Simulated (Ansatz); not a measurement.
System: AlFH$_{2}$···F (doublet).

Input

```
crystal:
  periodic: [false, false, false]
  atoms:
    - { symbol: Al, position_ang: [0.0, 0.0, -0.362796] }
    - { symbol: F, position_ang: [0.0, 0.0, 2.515488] }
    - { symbol: H, position_ang: [1.427626, 0.0, -1.131096] }
    - { symbol: H, position_ang: [-1.427626, 0.0, -1.131096] }
    - { symbol: F, position_ang: [0.0, 0.0, 3.8695] }
magnetization:
  spin_polarized: true
  initial_magnetization: 1
basis:
  gaussian: { orbitals: cc-pVDZ }
hamiltonian:
  xc: pbe
relax:
  f_tol: 0.03
  max_steps: 50
output:
  orbitals: {}
```

Launched as:

```sh
ansatz run input.yaml --threads 1 --pin off --max-ram 2048MiB --backend cpu --events-out ev --progress --plain --runs-dir out
```

The fields are those of the run's last geometry, not of the input's.

Computed with UKS PBE/cc-pVDZ (Ansatz).

Question: What can the converged electron density, electron localisation function and spin density tell about the bonding?

Answer: F2···F5 (2.13 Å): the density falls to about 0.24 e/Å³ on the way; the ELF dips to about 0.10 between them.
Al–F (1.72 Å): ρ at the midpoint is about 0.62 e/Å³; the ELF peaks at about 0.85 in the valence shell of F, 0.6 Å from its nucleus, and is about 0.20 at the midpoint.
Al–H (1.59 Å): the density is about 0.51 e/Å³ at the midpoint; the ELF climbs to about 1 towards the hydrogen.
The unpaired spin (1 electron) lies mostly on F5 (about 0.9) and F2 (about 0.1), in electrons by Hirshfeld's partition.

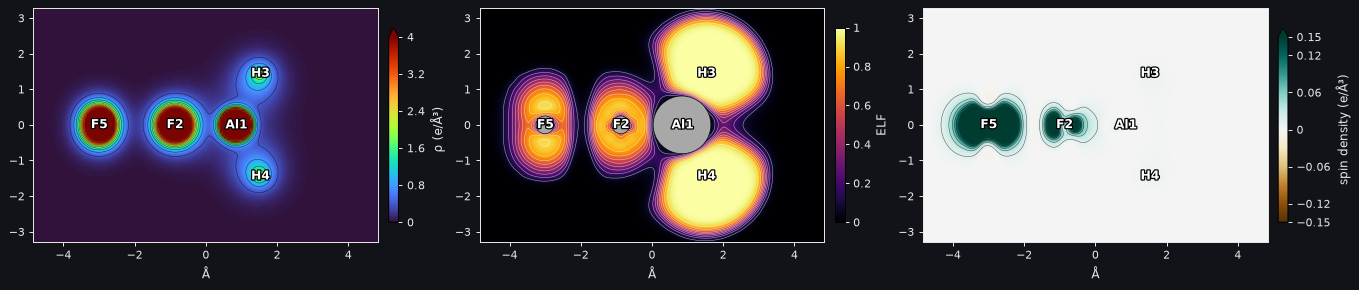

Computed electron density, electron localisation function and spin density on the molecular plane, in this order. Grey discs cover the atomic cores in the ELF map. 
